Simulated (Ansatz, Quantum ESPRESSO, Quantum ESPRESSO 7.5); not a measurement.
**Tuning the work function of Mo(100)**

Which overlayers raise and which lower the work function of Mo(100), and does electronegativity predict it?

Program: Quantum ESPRESSO 7.5. Level of theory: plane-wave DFT, PBE, GBRV ultrasoft pseudopotentials (geometry by Ansatz 0.2.0 with PAW datasets; geometry under PBE). Results are calculated unless marked as measured.

The experiments to compare with:

For Mo (clean (100) face, which reconstructs), “Anisotropic work function of elemental crystals” (2019, arxiv:1902.07811) quotes earlier work: work function (clean (100) face, which reconstructs) 4.45 eV.

Report form: the programs' logs are mostly left out.

## 1. The structure

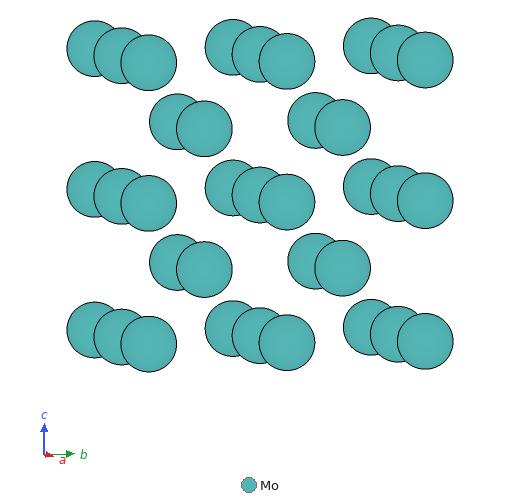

Start, viewed from the side, with the c axis up; molybdenum teal. 2×2×1 cells are drawn. Some periodic images of atoms are drawn too.

The cell holds 5 atoms: 5 Mo. Its edges and angles: a = 3.150 Å, b = 3.150 Å, c = 22.300 Å, α = 90.0°, β = 90.0°, γ = 90.0°. It derives from Mo. Vacuum lies along c.

This is the clean slab. Each overlayer is one atom a surface cell, set on the hollow site and held there by symmetry.

## 2. Geometry from Ansatz, clean face

A relaxation in Ansatz fixes the structure of this slab for the runs on it.

input.yaml reads:

```yaml
crystal:
  lattice:
    - [3.15, 0.0, 0.0]
    - [0.0, 3.15, 0.0]
    - [0.0, 0.0, 22.3]
  atoms:
    - { symbol: Mo, position: [0.0, 0.0, 0.3587443946] }
    - { symbol: Mo, position: [0.5, 0.5, 0.4293721973] }
    - { symbol: Mo, position: [0.0, 0.0, 0.5] }
    - { symbol: Mo, position: [0.5, 0.5, 0.5706278027] }
    - { symbol: Mo, position: [0.0, 0.0, 0.6412556054] }
kpoints:
  mp_grid: { grid: [8, 8, 1] }
hamiltonian:
  xc: pbe
scf:
  occupations: { method: fermi_dirac, width: 0.1 }
  convergence: { dr2_threshold: 1.0e-08 }
efield:
  axis: 3
  dipole_correction: true
  ramp_position: 0.97
  ramp_width: 0.04
relax:
  f_tol: 0.01
  constraints: [{ sites: [0, 1, 2] }]
output:
  write_potential: true
  write_density: true
  volumetric_format: npy
```

Launch:

```sh
$ ansatz run input.yaml --threads 4 --pin off --max-ram 8192MiB --backend cpu --events-out ev --progress --plain --runs-dir out
```

Elapsed: 11 s, on 4 threads of Arm Neoverse V2, shared host; peak memory 0.54 GiB; 41 s of CPU time.

Relaxation path:

```
step  energy less that of the first step (eV)  largest force component (eV/Å)
   1                                   0.0000                          1.3043
   2                                  -0.0867                          1.0432
   3                                  -0.1328                          0.0331
   4                                  -0.1328                          0.0025
```

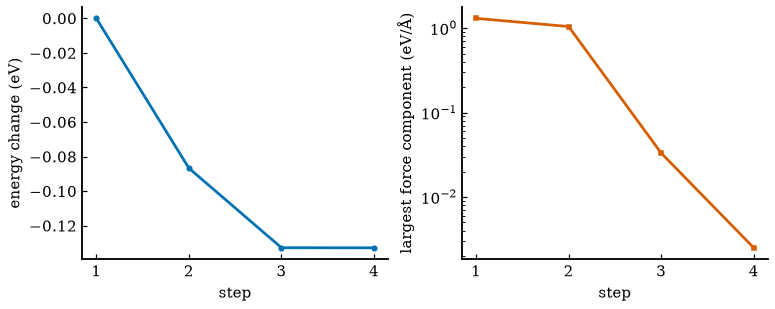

Energy and largest force along the relaxation.

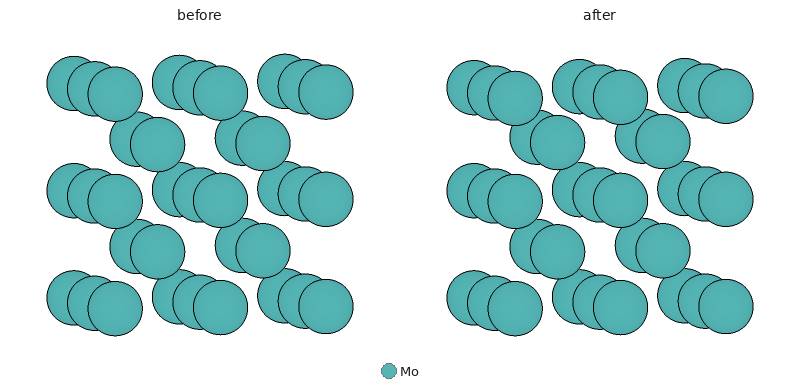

Before and after, at one scale.

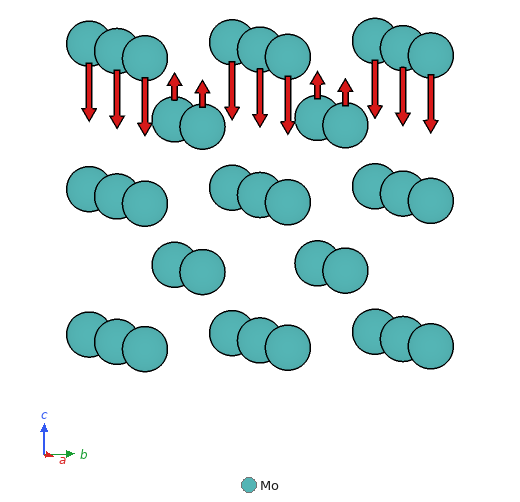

Displacements in the relaxation, exaggerated; the longest in the cell stands for 0.12 Å. 2×2×1 cells are drawn. Some periodic images of atoms are drawn too.

The atoms that moved most (Å):

```
atom     dx     dy      dz  length
 Mo5  0.000  0.000  -0.123   0.123
 Mo4  0.000  0.000   0.059   0.059
```

The relaxed structure:

```xyz
5
Lattice="3.1500 0.0000 0.0000 0.0000 3.1500 0.0000 0.0000 0.0000 22.3000" Properties=species:S:1:pos:R:3
Mo    0.0000    0.0000    8.0000
Mo    1.5750    1.5750    9.5750
Mo    0.0000    0.0000   11.1500
Mo    1.5750    1.5750   12.7844
Mo    0.0000    0.0000   14.1767
```

The relaxation lowers the energy by 27 meV an atom. Held were the atoms numbered 1, 2 and 3; the forces quoted are those on the free ones.

This step gave:

* free energy: -24776.0102 eV
* energy at zero smearing: -24775.9069 eV
* smearing term TS: 0.2065 eV
* Fermi energy: 4.968 eV
* symmetry operations: 8
* work function of the upper face: 3.901 eV
* work function of the lower face: 3.970 eV
* dipole along the normal: 0.003752 e·Å

## 3. Self-consistent run, clean face

Open boundaries by another road: assume_isolated = 'esm' with bc1, the slab centred on z = 0.

Level of this step: plane-wave DFT, PBE, GBRV ultrasoft pseudopotentials (Quantum ESPRESSO 7.5).

clean.esm.in reads:

```
&control
  prefix = 'clean.esm'
  outdir = './out'
  pseudo_dir = './pseudo'
  calculation = 'scf'
  tprnfor = .true.
/
&system
  ibrav = 0
  nat = 5
  ntyp = 1
  ecutwfc = 40
  ecutrho = 200
  occupations = 'smearing'
  smearing = 'mv'
  degauss = 0.02
  assume_isolated = 'esm'
  esm_bc = 'bc1'
/
&electrons
  conv_thr = 1e-07
  mixing_beta = 0.4
  electron_maxstep = 120
  mixing_mode = 'local-TF'
/
ATOMIC_SPECIES
  Mo  95.9500  mo_pbe_v1.uspp.F.UPF
CELL_PARAMETERS angstrom
  3.15000000000000 0.00000000000000 0.00000000000000
  0.00000000000000 3.15000000000000 0.00000000000000
  0.00000000000000 0.00000000000000 22.30000000000000
ATOMIC_POSITIONS crystal
  Mo  0.000000000000 0.000000000000 -0.138491279485
  Mo  0.500000000000 0.500000000000 -0.067863476785
  Mo  0.000000000000 0.000000000000 0.002764325915
  Mo  0.500000000000 0.500000000000 0.076054192903
  Mo  -0.000000000000 0.000000000000 0.138491279485
K_POINTS automatic
  8 8 1 0 0 0
```

Launch:

```sh
$ OMP_NUM_THREADS=1 mpirun -n 4 pw.x -nk 4 -in clean.esm.in > clean.esm.out
```

Elapsed: 66 s, on 4 MPI ranks; peak memory 0.65 GiB.

This step gave:

| Item | Value |
| --- | --- |
| free energy | -9474.8215 eV |
| Fermi energy | -3.944 eV |
| vacuum line at the lower end of the cell, over the Fermi level | 3.980 eV |
| vacuum line at the upper end of the cell, over the Fermi level | 3.908 eV |

The potential energy, planar mean oscillates, so the rows of the table below give means over windows of 1.62 Å about each position, cut where the curve ends. Its maxima inside the range that stand out by 2 % of the span (Å: eV): -2.3: -7.97, -0.7: -8.47, 0.9: -7.57, 2.4: -12.1. Its minima: -3.1: -23.3, -1.5: -24.0, 0.1: -23.9, 1.7: -24.2, 3.0: -23.7.

Electrostatic potential energy of an electron; zero at the Fermi level. Table of potential energy, planar mean by z; means over each step:

```
 z (Å)  potential energy, planar mean (eV)
-10.34                                3.98
 -8.72                                3.98
 -7.10                                3.97
 -5.48                                3.63
 -3.86                               -7.04
 -2.24                               -16.0
 -0.62                               -16.4
  1.00                               -15.6
  2.62                               -18.3
  4.24                               -1.37
  5.86                                3.76
  7.48                                3.90
  9.10                                3.91
 10.72                                3.91
```

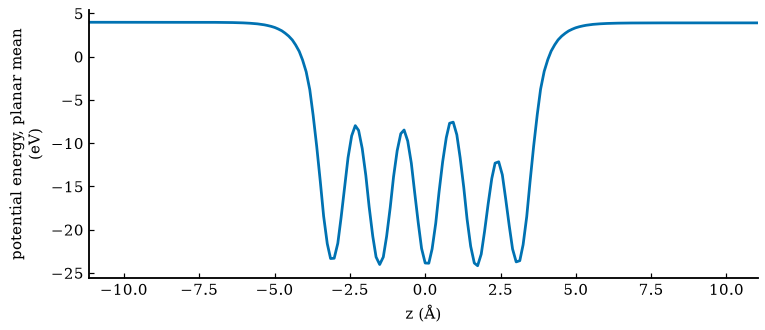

Potential energy, planar mean, plotted against z.

The vacuum levels are read from the outermost 0.7 Å of the cell on either side.

The run needed 32 iterations to bring the estimated error under 1e-07 Ry; the largest force on any atom, held or free, is 1.16 eV/Å.

Inside the slab this potential holds the local part of the pseudopotentials, which can be repulsive at the nuclei; only its value in the vacuum has a meaning of its own.

## 4. Projected density of states, clean face

Projections on atomic orbitals tell which layers and orbitals hold the states near the zero of energy.

clean.pdos.in reads:

```
&projwfc
  prefix = 'clean.esm'
  outdir = './out'
  filpdos = 'clean.pdos'
  Emin = -11.944
  Emax = 0.056
  DeltaE = 0.1
  ngauss = 0
  degauss = 0.01
/
```

Launch:

```sh
$ OMP_NUM_THREADS=1 mpirun -n 4 projwfc.x -in clean.pdos.in > clean.pdos.out
```

Elapsed: 1.1 s, on 4 MPI ranks; peak memory 0.09 GiB.

This step gave:

```
spilling of the projection : 0.001
```

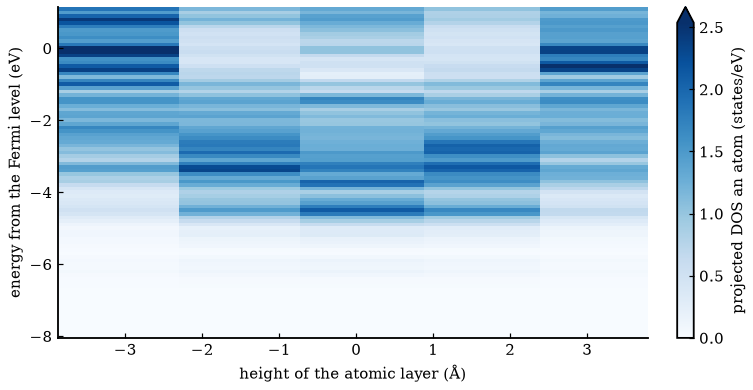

Projected DOS an atom over height of the atomic layer and energy from the Fermi level. Columns are the atomic layers from the bottom up.

The atomic orbitals miss 0.1 % of the occupied states; for empty states the projections can miss much more.

## 5. Relaxation with Ansatz, Cu overlayer

Level of this step: plane-wave DFT, PBE, Ansatz PAW (Ansatz 0.2.0).

System of this step: Mo(100), 5 layers, one monolayer of Cu on hollow sites. The cell holds 6 atoms: 5 Mo and 1 Cu. Its edges and angles: a = 3.150 Å, b = 3.150 Å, c = 25.300 Å, α = 90.0°, β = 90.0°, γ = 90.0°. It derives from Mo. Vacuum lies along c.

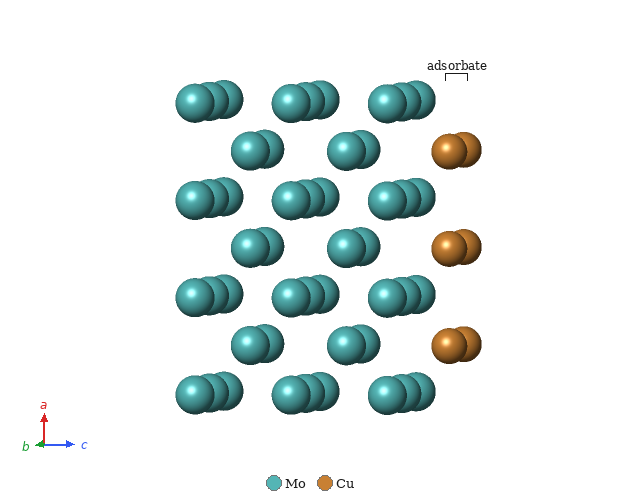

The cell of this step (molybdenum teal, copper orange). 3×2×1 cells are drawn. Some periodic images of atoms are drawn too.

input.yaml, the sections that differ from step 2:

```yaml
crystal:
  lattice:
    - [3.15, 0.0, 0.0]
    - [0.0, 3.15, 0.0]
    - [0.0, 0.0, 25.3]
  atoms:
    - { symbol: Mo, position: [0.0, 0.0, 0.3280632411] }
    - { symbol: Mo, position: [0.5, 0.5, 0.3903162055] }
    - { symbol: Mo, position: [0.0, 0.0, 0.45256917] }
    - { symbol: Mo, position: [0.5, 0.5, 0.5148221344] }
    - { symbol: Mo, position: [0.0, 0.0, 0.5770750988] }
    - { symbol: Cu, position: [0.5, 0.5, 0.6479832423] }
# kpoints, hamiltonian, scf, efield, relax, output: as in step 2
```

Launch:

```sh
$ ansatz run input.yaml --threads 4 --pin off --max-ram 8192MiB --backend cpu --events-out ev --progress --plain --runs-dir out
```

Elapsed: 20 s, on 4 threads; peak memory 0.69 GiB.

The steps of the relaxation:

```
step  energy less that of the first step (eV)  largest force component (eV/Å)
   1                                   0.0000                          1.0438
   2                                  -0.1712                          0.5753
   3                                  -0.2374                          0.1175
   4                                  -0.2393                          0.0118
   5                                  -0.2393                          0.0019
```

The atoms that moved most (Å):

```
atom     dx     dy      dz  length
 Cu6  0.000  0.000  -0.427   0.427
 Mo5  0.000  0.000  -0.067   0.067
 Mo4  0.000  0.000   0.009   0.009
```

The relaxed structure:

```xyz
6
Lattice="3.1500 0.0000 0.0000 0.0000 3.1500 0.0000 0.0000 0.0000 25.3000" Properties=species:S:1:pos:R:3
Mo    0.0000    0.0000    8.3000
Mo    1.5750    1.5750    9.8750
Mo    0.0000    0.0000   11.4500
Mo    1.5750    1.5750   13.0336
Mo    0.0000    0.0000   14.5334
Cu    1.5750    1.5750   15.9668
```

The relaxation lowers the energy by 40 meV an atom. Held were the atoms numbered 1, 2 and 3; the forces quoted are those on the free ones.

This step gave:

```
free energy                     : -31401.5569 eV
energy at zero smearing         : -31401.4551 eV
smearing term TS                : 0.2034 eV
Fermi energy                    : 4.624 eV
work function of the upper face : 4.663 eV
work function of the lower face : 3.971 eV
dipole along the normal         : -0.03795 e·Å
```

## 6. Self-consistent run, Cu overlayer

Level of this step: plane-wave DFT, PBE, GBRV ultrasoft pseudopotentials (Quantum ESPRESSO 7.5).

Cu.esm.in reads:

```
&control
  prefix = 'Cu.esm'
  outdir = './out'
  pseudo_dir = './pseudo'
  calculation = 'scf'
  tprnfor = .true.
/
&system
  ibrav = 0
  nat = 6
  ntyp = 2
  ecutwfc = 40
  ecutrho = 200
  occupations = 'smearing'
  smearing = 'mv'
  degauss = 0.02
  assume_isolated = 'esm'
  esm_bc = 'bc1'
/
&electrons
  conv_thr = 1e-07
  mixing_beta = 0.4
  electron_maxstep = 120
  mixing_mode = 'local-TF'
/
ATOMIC_SPECIES
  Mo  95.9500  mo_pbe_v1.uspp.F.UPF
  Cu  63.5460  cu_pbe_v1.2.uspp.F.UPF
CELL_PARAMETERS angstrom
  3.15000000000000 0.00000000000000 0.00000000000000
  0.00000000000000 3.15000000000000 0.00000000000000
  0.00000000000000 0.00000000000000 25.30000000000000
ATOMIC_POSITIONS crystal
  Mo  0.000000000000 0.000000000000 -0.151517587008
  Mo  0.500000000000 0.500000000000 -0.089264622608
  Mo  0.000000000000 0.000000000000 -0.027011658108
  Mo  0.500000000000 0.500000000000 0.035579863209
  Mo  -0.000000000000 0.000000000000 0.094859891244
  Cu  0.500000000000 0.500000000000 0.151517587008
K_POINTS automatic
  8 8 1 0 0 0
```

Launch:

```sh
$ OMP_NUM_THREADS=1 mpirun -n 4 pw.x -nk 4 -in Cu.esm.in > Cu.esm.out
```

The job ended after 7.9 min (4 MPI ranks; peak memory 0.74 GiB).

The run ended without convergence. The estimated SCF accuracy went from 2.41e+03 Ry in the first cycle kept to 0.0112 Ry at best and 0.0186 Ry in the last.

More iterations help only where the error still falls; otherwise the mixing, the start or the set-up has to change.

## 7. Geometry from Ansatz, Au overlayer

Level of this step: plane-wave DFT, PBE, Ansatz PAW (Ansatz 0.2.0).

System of this step: Mo(100), 5 layers, one monolayer of Au on hollow sites. The cell holds 6 atoms: 5 Mo and 1 Au. Cell: a = 3.150 Å, b = 3.150 Å, c = 25.300 Å, α = 90.0°, β = 90.0°, γ = 90.0°. It derives from Mo. Vacuum lies along c.

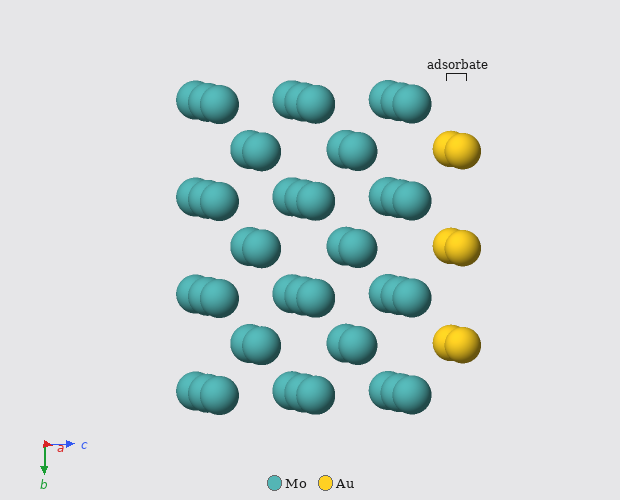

The cell of this step (molybdenum teal, gold yellow). 2×3×1 cells are drawn. Some periodic images of atoms are drawn too.

input.yaml, as its differences from the input of step 5:

```diff
@@ -11,3 +11,3 @@
     - { symbol: Mo, position: [0.0, 0.0, 0.5770750988] }
-    - { symbol: Cu, position: [0.5, 0.5, 0.6479832423] }
+    - { symbol: Au, position: [0.5, 0.5, 0.6504775116] }
 kpoints:
```

Launch:

```sh
$ ansatz run input.yaml --threads 4 --pin off --max-ram 8192MiB --backend cpu --events-out ev --progress --plain --runs-dir out
```

Wall time 16 s (4 threads); peak memory 0.68 GiB; 61 s of CPU time.

The steps of the relaxation:

```
step  energy less that of the first step (eV)  largest force component (eV/Å)
   1                                   0.0000                          0.2800
   2                                  -0.0090                          0.3486
   3                                  -0.0228                          0.0113
   4                                  -0.0228                          0.0008
```

Forces are held to the 8 operations that the run works with; a distortion that breaks them can't arise in this run.

The atoms that moved most (Å):

```
atom     dx     dy      dz  length
 Au6  0.000  0.000  -0.120   0.120
 Mo5  0.000  0.000  -0.064   0.064
 Mo4  0.000  0.000  -0.008   0.008
```

Final coordinates:

```xyz
6
Lattice="3.1500 0.0000 0.0000 0.0000 3.1500 0.0000 0.0000 0.0000 25.3000" Properties=species:S:1:pos:R:3
Mo    0.0000    0.0000    8.3000
Mo    1.5750    1.5750    9.8750
Mo    0.0000    0.0000   11.4500
Mo    1.5750    1.5750   13.0174
Mo    0.0000    0.0000   14.5359
Au    1.5750    1.5750   16.3372
```

The relaxation lowers the energy by 4 meV an atom. Held were the atoms numbered 1, 2 and 3; the forces quoted are those on the free ones.

Numbers from this step:

| Quantity | Value |
| --- | --- |
| free energy | -37926.2062 eV |
| energy at zero smearing | -37926.1081 eV |
| smearing term TS | 0.1962 eV |
| Fermi energy | 5.262 eV |
| work function of the upper face | 4.888 eV |
| work function of the lower face | 3.990 eV |
| dipole along the normal | -0.04930 e·Å |

## 8. Ground state, Au overlayer

Level of this step: plane-wave DFT, PBE, GBRV ultrasoft pseudopotentials (Quantum ESPRESSO 7.5).

Au.esm.in reads:

```
&control
  prefix = 'Au.esm'
  outdir = './out'
  pseudo_dir = './pseudo'
  calculation = 'scf'
  tprnfor = .true.
/
&system
  ibrav = 0
  nat = 6
  ntyp = 2
  ecutwfc = 40
  ecutrho = 200
  occupations = 'smearing'
  smearing = 'mv'
  degauss = 0.02
  assume_isolated = 'esm'
  esm_bc = 'bc1'
/
&electrons
  conv_thr = 1e-07
  mixing_beta = 0.4
  electron_maxstep = 120
  mixing_mode = 'local-TF'
/
ATOMIC_SPECIES
  Mo  95.9500  mo_pbe_v1.uspp.F.UPF
  Au  196.9666  au_pbe_v1.uspp.F.UPF
CELL_PARAMETERS angstrom
  3.15000000000000 0.00000000000000 0.00000000000000
  0.00000000000000 3.15000000000000 0.00000000000000
  0.00000000000000 0.00000000000000 25.30000000000000
ATOMIC_POSITIONS crystal
  Mo  0.000000000000 0.000000000000 -0.158838086638
  Mo  0.500000000000 0.500000000000 -0.096585122238
  Mo  0.000000000000 0.000000000000 -0.034332157738
  Mo  0.500000000000 0.500000000000 0.027618713081
  Mo  -0.000000000000 0.000000000000 0.087641768145
  Au  0.500000000000 0.500000000000 0.158838086638
K_POINTS automatic
  8 8 1 0 0 0
```

Launch:

```sh
$ OMP_NUM_THREADS=1 mpirun -n 4 pw.x -nk 4 -in Au.esm.in > Au.esm.out
```

Run time: 92 s. Hardware: 4 MPI ranks; peak memory 0.92 GiB.

This step gave:

| Quantity | Value |
| --- | --- |
| free energy | -11040.1799 eV |
| Fermi energy | -4.458 eV |
| vacuum line at the lower end of the cell, over the Fermi level | 3.997 eV |
| vacuum line at the upper end of the cell, over the Fermi level | 4.918 eV |

The potential energy, planar mean oscillates, so the rows of the table below give means over windows of 1.53 Å about each position, cut where the curve ends. Its maxima inside the range that stand out by 2 % of the span (Å: eV): -3.3: -8.09, -1.6: -8.49, -0.1: -8.70, 1.4: -9.48. Its minima: -4.0: -23.5, -2.5: -24.0, -0.8: -24.0, 0.7: -24.1, 2.2: -24.0.

Electrostatic potential energy of an electron; zero at the Fermi level. The potential energy, planar mean by z; means over each step:

```
 z (Å)  potential energy, planar mean (eV)
-11.88                                4.00
-10.36                                4.00
 -8.83                                4.00
 -7.30                                3.95
 -5.77                                2.74
 -4.24                               -14.1
 -2.71                               -16.1
 -1.18                               -16.4
  0.35                               -16.4
  1.88                               -16.6
  3.41                               -3.55
  4.94                                1.54
  6.47                                4.80
  8.00                                4.92
  9.53                                4.92
 11.06                                4.92
```

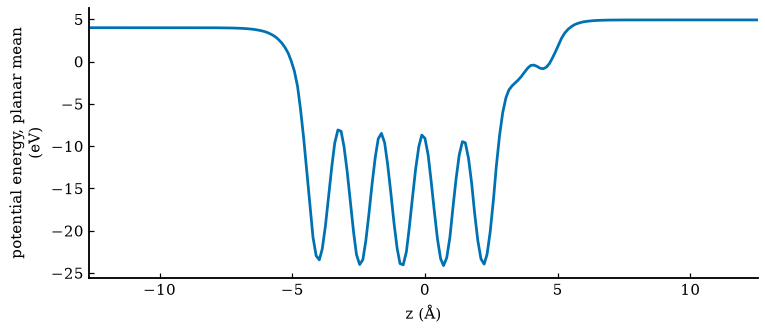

Potential energy, planar mean against z.

The covered face stands at 4.92 eV against 3.91 eV when clean.

Inside the slab this potential holds the local part of the pseudopotentials, which can be repulsive at the nuclei; only its value in the vacuum has a meaning of its own.

## 9. Projected density of states, Au overlayer

Au.pdos.in reads:

```
&projwfc
  prefix = 'Au.esm'
  outdir = './out'
  filpdos = 'Au.pdos'
  Emin = -12.458
  Emax = -0.458
  DeltaE = 0.1
  ngauss = 0
  degauss = 0.01
/
```

Launch:

```sh
$ OMP_NUM_THREADS=1 mpirun -n 4 projwfc.x -in Au.pdos.in > Au.pdos.out
```

Elapsed: 1.6 s, on 4 MPI ranks; peak memory 0.15 GiB.

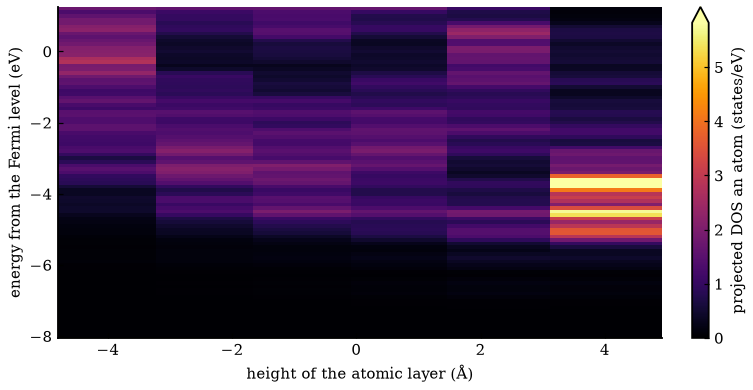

Projected DOS an atom over height of the atomic layer and energy from the Fermi level. Columns are the atomic layers from the bottom up.

The atomic orbitals miss 0.1 % of the occupied states; for empty states the projections can miss much more.

[end of part 1 of 2]

[Logs are printed without paths, hosts, clocks, repeated set-up lines and the standing remarks that a program may print on its own settings, such as how far it seeks lower states.]

[Hosts, paths, dates, database ids (printed as entryN), source tags and the programs' standing remarks are cut or masked in the printed files.]

[Maps of the electrostatic potential energy from Ansatz leave out the sawtooth potential of an applied field or a dipole correction, so their vacuum need not be flat; planar profiles and work functions include it.]
